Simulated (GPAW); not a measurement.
# Calculation of the molecule and its ions, with input and output: SiPH$_{2}$SCl (part 3 of 3)

Continued. System: SiPH$_{2}$SCl. Method: RPBE/dzp, scalar-relativistic datasets (GPAW 26.7.0). The geometry comes from this level: GFN2-xTB.

Geometry of the input (Å):
```
Cl -1.7421  0.9744  -1.0976
Si 0.0646  0.2022  -0.7034
P  0.8657  -0.0527  1.3618
S  0.1349  -1.7338  0.2217
H  1.0216  0.3450  -1.7794
H  -0.3448  0.2648  1.9969
```

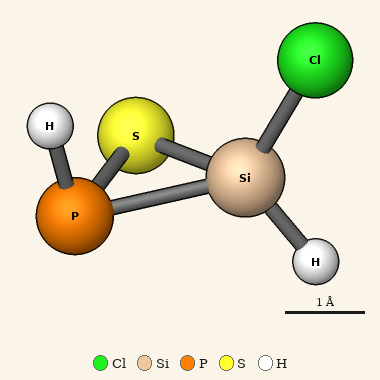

**Figure 1.** The input geometry (ball-and-stick view, seen at a tilt).

## Output, continued
```
  P:
    name:    Phosphorus
    Z:       15.0
    valence: 5
    core:    10
    charge:  0.0  # [|e|]
    file:    P.RPBE.gz
    compensation charges:
      type: gauss
      rc: 0.30  # [Å]
      lmax: 2
    cutoffs:
      filter: 1.69  # [Å]
      core: 1.81  # [Å]
    projectors
    | kind |    occ | energy [eV] | rcut [Å] |
    |------|--------|-------------|----------|
    |   3s |  2.000 |     -13.955 |    0.953 |
    |   3p |  3.000 |      -5.495 |    0.953 |
    |    s |        |      13.257 |    0.953 |
    |    p |        |      21.717 |    0.953 |
    |    d |        |       0.000 |    0.953 |

    LCAO basis set for P:
      Name: dzp
      File: P.dzp.basis.gz
      Number of radial functions: 5
      Number of spherical harmonics: 13
        l=0, rc=6.0938 Bohr: 3s-sz confined orbital
        l=1, rc=7.7031 Bohr: 3p-sz confined orbital
        l=0, rc=3.4375 Bohr: 3s-dz split-valence wave
        l=1, rc=4.4688 Bohr: 3p-dz split-valence wave
        l=2, rc=7.7031 Bohr: d-type Gaussian polarization
      Number of RI-basis functions 0

  S:
    name:    Sulfur
    Z:       16.0
    valence: 6
    core:    10
    charge:  0.0  # [|e|]
    file:    S.RPBE.gz
    compensation charges:
      type: gauss
      rc: 0.24  # [Å]
      lmax: 2
    cutoffs:
      filter: 1.77  # [Å]
      core: 1.66  # [Å]
    projectors
    | kind |    occ | energy [eV] | rcut [Å] |
    |------|--------|-------------|----------|
    |   3s |  2.000 |     -17.247 |    0.974 |
    |   3p |  4.000 |      -6.991 |    0.979 |
    |    s |        |       9.964 |    0.974 |
    |    p |        |      20.220 |    0.979 |
    |    d |        |       0.000 |    0.900 |

    LCAO basis set for S:
      Name: dzp
      File: S.dzp.basis.gz
      Number of radial functions: 5
      Number of spherical harmonics: 13
        l=0, rc=5.5156 Bohr: 3s-sz confined orbital
        l=1, rc=6.9375 Bohr: 3p-sz confined orbital
        l=0, rc=3.0469 Bohr: 3s-dz split-valence wave
        l=1, rc=3.9375 Bohr: 3p-dz split-valence wave
        l=2, rc=6.9375 Bohr: d-type Gaussian polarization
      Number of RI-basis functions 0

  H:
    name:    Hydrogen
    Z:       1.0
    valence: 1
    core:    0
    charge:  0.0  # [|e|]
    file:    H.RPBE.gz
    compensation charges:
      type: gauss
      rc: 0.15  # [Å]
      lmax: 2
    cutoffs:
      filter: 0.85  # [Å]
      core: 0.53  # [Å]
    projectors
    | kind |    occ | energy [eV] | rcut [Å] |
    |------|--------|-------------|----------|
    |   1s |  1.000 |      -6.572 |    0.476 |
    |    s |        |      20.639 |    0.476 |
    |    p |        |       0.000 |    0.476 |

    LCAO basis set for H:
      Name: dzp
      File: H.dzp.basis.gz
      Number of radial functions: 3
      Number of spherical harmonics: 5
        l=0, rc=6.4219 Bohr: 1s-sz confined orbital
        l=0, rc=3.6094 Bohr: 1s-dz split-valence wave
        l=1, rc=6.4219 Bohr: p-type Gaussian polarization
      Number of RI-basis functions 0

Reference energy: -40641.894322  # eV

eigensolver:
  <gpaw.new.lcao.eigensolver.LCAOEigensolver object at 0xe979dd5cc800>
density mixing:
  MSR1-Mixer
  Pratt-step length: 0.05
  Maximum mixing coefficient: 0.75
  Old densities: 10
  SVD Regularization: 0.005
  Good broyden scale: 1.0
  Trust region scale: 1.0
  Backstep threshold: 4.0
  History deletion threshold: 6.0
  Fourier metric: weight=20.0, sigma=0.015

occupation numbers:
  Fixed magnetic moment: 1.000
  # Zero width

FastPoissonSolver using
    Stencil: 6*3+1=19 point O(h^6) finite-difference Laplacian
    FFT axes: []
    FST axes: [np.int64(0), np.int64(1), np.int64(2)]

xc functional:
  name: RPBE with 2 nearest neighbor stencil
interpolation: tri-quintic # 5. degree polynomial

        .----------------------------.
       /|                            |
      / |                            |
     /  |                            |
    /   |                            |
   /    |                            |
  /     |                            |
 *      |                            |
 |      |                            |
 |      |          H                 |
 |      |             P              |
 |      |                            |
 |      |       Cl SSi               |
 |      |              H             |
 |      |                            |
 |      |                            |
 |      .----------------------------.
 |     /                            /
 |    /                            /
 |   /                            /
 |  /                            /
 | /                            /
 |/                            /
 *----------------------------*

Atoms  # Å, Bohr magnetons
|   | symbol |        x |        y |        z |    initial magnetic moments |
|---|--------|----------|----------|----------|-----------------------------|
| 0 |     Cl | 4.500000 | 7.208200 | 5.181870 | ( 0.0000,  0.0000,  0.1667) |
| 1 |     Si | 6.306650 | 6.436000 | 5.576050 | ( 0.0000,  0.0000,  0.1667) |
| 2 |      P | 7.107730 | 6.181120 | 7.641200 | ( 0.0000,  0.0000,  0.1667) |
| 3 |      S | 6.376980 | 4.500000 | 6.501150 | ( 0.0000,  0.0000,  0.1667) |
| 4 |      H | 7.263700 | 6.578820 | 4.500000 | ( 0.0000,  0.0000,  0.1667) |
| 5 |      H | 5.897240 | 6.498540 | 8.276310 | ( 0.0000,  0.0000,  0.1667) |

Unit cell  # Å
| periodic |         x |         y |         z |   lengths |    angles |
|----------|-----------|-----------|-----------|-----------|-----------|
|       no | 11.763700 |  0.000000 |  0.000000 | 11.763700 | 90.000000 |
|       no |  0.000000 | 11.708200 |  0.000000 | 11.708200 | 90.000000 |
|       no |  0.000000 |  0.000000 | 12.776310 | 12.776310 | 90.000000 |

Number of symmetries: 1
Symmetry operations  # r_c * U_cc + t_c -> r_c
|   | kind |            matrix            |
|---|------|------------------------------|
| 0 |  E   |  1, 0, 0,  0, 1, 0,  0, 0, 1 |

BZ-sampling:
  Number of BZ points: 1
  Number of IBZ points: 1

  Monkhorst-Pack size: [1, 1, 1]
  Monkhorst-Pack shift: [0, 0, 0]

K-points  # in reciprocal-cell coordinates
|   |                                coordinates |     weight |
|---|--------------------------------------------|------------|
| 0 | (  0.00000000,   0.00000000,   0.00000000) | 1.00000000 |

basis functions: 62
Spin-components: 2 (collinear spins)
Bands:           18
Projectors:      26
Spin-degeneracy: 1
Datatype:        <class 'float'>

  Storage: CPU
  Wave functions: 17_856 bytes (17_856 per core)

Parallelization:
  kpt:    1
  domain: 1
  band:   1

Density:
  Valence electrons: 24.0
  Components: 2
  Grid points: [52 52 60]
  Charge: 1.0  # |e|

Potential:
  Grid points: [52 52 60]

species:
  Cl:
    name:    Chlorine
    Z:       17.0
    valence: 7
    core:    10
    charge:  0.0  # [|e|]
    file:    Cl.RPBE.gz
    compensation charges:
      type: gauss
      rc: 0.25  # [Å]
      lmax: 2
    cutoffs:
      filter: 1.40  # [Å]
      core: 1.49  # [Å]
    projectors
    | kind |    occ | energy [eV] | rcut [Å] |
    |------|--------|-------------|----------|
    |   3s |  2.000 |     -20.687 |    0.794 |
    |   3p |  5.000 |      -8.572 |    0.794 |
    |    s |        |       6.524 |    0.794 |
    |    p |        |      18.639 |    0.794 |
    |    d |        |       0.000 |    0.794 |

    LCAO basis set for Cl:
      Name: dzp
      File: Cl.dzp.basis.gz
      Number of radial functions: 5
      Number of spherical harmonics: 13
        l=0, rc=5.1719 Bohr: 3s-sz confined orbital
        l=1, rc=6.2656 Bohr: 3p-sz confined orbital
        l=0, rc=2.8281 Bohr: 3s-dz split-valence wave
        l=1, rc=3.5156 Bohr: 3p-dz split-valence wave
        l=2, rc=6.2656 Bohr: d-type Gaussian polarization
      Number of RI-basis functions 0

  Si:
    name:    Silicon
    Z:       14.0
    valence: 4
    core:    10
    charge:  0.0  # [|e|]
    file:    Si.RPBE.gz
    compensation charges:
      type: gauss
      rc: 0.33  # [Å]
      lmax: 2
    cutoffs:
      filter: 1.86  # [Å]
      core: 2.06  # [Å]
    projectors
    | kind |    occ | energy [eV] | rcut [Å] |
    |------|--------|-------------|----------|
    |   3s |  2.000 |     -10.793 |    1.058 |
    |   3p |  2.000 |      -4.075 |    1.058 |
    |    s |        |      16.418 |    1.058 |
    |    p |        |      23.136 |    1.058 |
    |    d |        |       0.000 |    1.058 |

    LCAO basis set for Si:
      Name: dzp
      File: Si.dzp.basis.gz
      Number of radial functions: 5
      Number of spherical harmonics: 13
        l=0, rc=6.8594 Bohr: 3s-sz confined orbital
        l=1, rc=9.0625 Bohr: 3p-sz confined orbital
        l=0, rc=3.8906 Bohr: 3s-dz split-valence wave
        l=1, rc=5.2344 Bohr: 3p-dz split-valence wave
        l=2, rc=9.0625 Bohr: d-type Gaussian polarization
      Number of RI-basis functions 0

  P:
    name:    Phosphorus
    Z:       15.0
    valence: 5
    core:    10
    charge:  0.0  # [|e|]
    file:    P.RPBE.gz
    compensation charges:
      type: gauss
      rc: 0.30  # [Å]
      lmax: 2
    cutoffs:
      filter: 1.69  # [Å]
      core: 1.81  # [Å]
    projectors
    | kind |    occ | energy [eV] | rcut [Å] |
    |------|--------|-------------|----------|
    |   3s |  2.000 |     -13.955 |    0.953 |
    |   3p |  3.000 |      -5.495 |    0.953 |
    |    s |        |      13.257 |    0.953 |
    |    p |        |      21.717 |    0.953 |
    |    d |        |       0.000 |    0.953 |

    LCAO basis set for P:
      Name: dzp
      File: P.dzp.basis.gz
      Number of radial functions: 5
      Number of spherical harmonics: 13
        l=0, rc=6.0938 Bohr: 3s-sz confined orbital
        l=1, rc=7.7031 Bohr: 3p-sz confined orbital
        l=0, rc=3.4375 Bohr: 3s-dz split-valence wave
        l=1, rc=4.4688 Bohr: 3p-dz split-valence wave
        l=2, rc=7.7031 Bohr: d-type Gaussian polarization
      Number of RI-basis functions 0

  S:
    name:    Sulfur
    Z:       16.0
    valence: 6
    core:    10
    charge:  0.0  # [|e|]
    file:    S.RPBE.gz
    compensation charges:
      type: gauss
      rc: 0.24  # [Å]
      lmax: 2
    cutoffs:
      filter: 1.77  # [Å]
      core: 1.66  # [Å]
    projectors
    | kind |    occ | energy [eV] | rcut [Å] |
    |------|--------|-------------|----------|
    |   3s |  2.000 |     -17.247 |    0.974 |
    |   3p |  4.000 |      -6.991 |    0.979 |
    |    s |        |       9.964 |    0.974 |
    |    p |        |      20.220 |    0.979 |
    |    d |        |       0.000 |    0.900 |

    LCAO basis set for S:
      Name: dzp
      File: S.dzp.basis.gz
      Number of radial functions: 5
      Number of spherical harmonics: 13
        l=0, rc=5.5156 Bohr: 3s-sz confined orbital
        l=1, rc=6.9375 Bohr: 3p-sz confined orbital
        l=0, rc=3.0469 Bohr: 3s-dz split-valence wave
        l=1, rc=3.9375 Bohr: 3p-dz split-valence wave
        l=2, rc=6.9375 Bohr: d-type Gaussian polarization
      Number of RI-basis functions 0

  H:
    name:    Hydrogen
    Z:       1.0
    valence: 1
    core:    0
    charge:  0.0  # [|e|]
    file:    H.RPBE.gz
    compensation charges:
      type: gauss
      rc: 0.15  # [Å]
      lmax: 2
    cutoffs:
      filter: 0.85  # [Å]
      core: 0.53  # [Å]
    projectors
    | kind |    occ | energy [eV] | rcut [Å] |
    |------|--------|-------------|----------|
    |   1s |  1.000 |      -6.572 |    0.476 |
    |    s |        |      20.639 |    0.476 |
    |    p |        |       0.000 |    0.476 |

    LCAO basis set for H:
      Name: dzp
      File: H.dzp.basis.gz
      Number of radial functions: 3
      Number of spherical harmonics: 5
        l=0, rc=6.4219 Bohr: 1s-sz confined orbital
        l=0, rc=3.6094 Bohr: 1s-dz split-valence wave
        l=1, rc=6.4219 Bohr: p-type Gaussian polarization
      Number of RI-basis functions 0

Reference energy: -40641.894322  # eV

eigensolver:
  <gpaw.new.lcao.eigensolver.LCAOEigensolver object at 0xe979dd5058e0>
density mixing:
  MSR1-Mixer
  Pratt-step length: 0.05
  Maximum mixing coefficient: 0.75
  Old densities: 10
  SVD Regularization: 0.005
  Good broyden scale: 1.0
  Trust region scale: 1.0
  Backstep threshold: 4.0
  History deletion threshold: 6.0
  Fourier metric: weight=20.0, sigma=0.015

occupation numbers:
  Fixed magnetic moment: 1.000
  # Zero width

FastPoissonSolver using
    Stencil: 6*3+1=19 point O(h^6) finite-difference Laplacian
    FFT axes: []
    FST axes: [np.int64(0), np.int64(1), np.int64(2)]

xc functional:
  name: RPBE with 2 nearest neighbor stencil
interpolation: tri-quintic # 5. degree polynomial

Initialization done in: 3.693 s

convergence criteria:
- Maximum [total energy] change in last 3 cyles: 0.0005 eV / valence electron
- Maximum integral of absolute [dens]ity change: 0.0001 electrons / valence electron
- Maximum integral of absolute [eigenst]ate change: 4e-08 eV^2 / valence electron
maximum number of iterations: 100

SCF iterations
|iter     |     time |      energy | eigst |  dens |  magmom |
|---------|----------|-------------|-------|-------|---------|
|iter:   1| 00:00:10 |  -14.942492 |      c|       |  +0.9984|
|iter:   2| 00:00:11 |  -14.716263 |      c| -0.73 |  +0.9985|
|iter:   3| 00:00:12 |  -13.644817 |      c| -0.76 |  +0.9996|
|iter:   4| 00:00:12 |  -13.696906 |      c| -1.31 |  +0.9999|
|iter:   5| 00:00:13 |  -13.629539 |      c| -1.41 |  +0.9999|
|iter:   6| 00:00:14 |  -13.633029 |      c| -1.82 |  +1.0000|
|iter:   7| 00:00:14 |  -13.633549c|      c| -2.40 |  +1.0000|
|iter:   8| 00:00:15 |  -13.633659c|      c| -2.81 |  +1.0000|
|iter:   9| 00:00:16 |  -13.633686c|      c| -3.18 |  +1.0000|
|iter:  10| 00:00:17 |  -13.633690c|      c| -3.56 |  +1.0000|
|iter:  11| 00:00:17 |  -13.633691c|      c| -3.95 |  +1.0000|
|iter:  12| 00:00:18 |  -13.633691c|      c| -4.44c|  +1.0000|

Converged in 12 steps
SCF loop duration: 7.798 s (0.650 s/step)
Energy contributions relative to reference atoms: (reference = -40641.894322)

Energy contributions:
  Kinetic:          26.487931
  Coulomb:         -24.599469
  Zero:              0.173103
  External:          0.000000
  Xc:              -15.695256
  Entropy:           0.000000
  Spinorbit:         0.000000
  ----------------------------
  Free energy:     -13.633691
  Extrapolated:    -13.633691

dipole moment: (6.377511, 6.084477, 6.523011)  # |e|*Ang

Total magnetic moment: (0.000000, 0.000000, 1.000001)

Local magnetic moments
|        x |        y |        z |
|----------|----------|----------|
| 0.000000 | 0.000000 | 0.029249 |  # Cl   0
| 0.000000 | 0.000000 | 0.008246 |  # Si   1
| 0.000000 | 0.000000 | 0.141712 |  # P    2
| 0.000000 | 0.000000 | 0.279502 |  # S    3
| 0.000000 | 0.000000 | 0.002723 |  # H    4
| 0.000000 | 0.000000 | 0.025223 |  # H    5

Fermi levels: -9.501, -11.852
Eigenvalues  # (at kpt = [0.000, 0.000, 0.000])
| band index |      eig [eV] | occ [0-1] |      eig [eV] | occ [0-1] |
|------------|---------------|-----------|---------------|-----------|
|          0 |       -26.464 |     1.000 |       -26.385 |     1.000 |
|        ... |               |           |               |           |
|          4 |       -16.118 |     1.000 |       -15.932 |     1.000 |
|          5 |       -15.373 |     1.000 |       -15.125 |     1.000 |
|          6 |       -15.000 |     1.000 |       -14.831 |     1.000 |
|          7 |       -13.905 |     1.000 |       -13.765 |     1.000 |
|          8 |       -13.870 |     1.000 |       -13.543 |     1.000 |
|          9 |       -13.083 |     1.000 |       -13.031 |     1.000 |
|         10 |       -12.598 |     1.000 |       -12.228 |     1.000 |
|         11 |       -12.287 |     1.000 |       -11.477 |     0.000 |
|         12 |        -7.526 |     0.000 |        -7.260 |     0.000 |
|         13 |        -6.953 |     0.000 |        -6.726 |     0.000 |
|         14 |        -6.267 |     0.000 |        -6.131 |     0.000 |
|         15 |        -5.345 |     0.000 |        -5.217 |     0.000 |
|         16 |        -4.588 |     0.000 |        -4.353 |     0.000 |
|         17 |        -3.942 |     0.000 |        -3.827 |     0.000 |

Gap: 3.950 eV
Transition (v -> c):
  (s=1, k=0, n=11, [0.00, 0.00, 0.00]) -> (s=0, k=0, n=12, [0.00, 0.00, 0.00])
No difference between direct/indirect transitions
vacuum-level: 0.000  # V
oxidised      -13.63369 eV
Vertical IP: 8.519 eV
```

## Summary

```json
{"quantity": "outcome", "value": "converged"}
{"quantity": "ionisation energy", "value": "8.52 eV"}
{"quantity": "wall time", "value": "18 s"}
{"quantity": "peak memory", "value": "0.7 GiB"}
```

## Notes

On so coarse a grid the energy depends on the position of the molecule, which gives spurious forces.
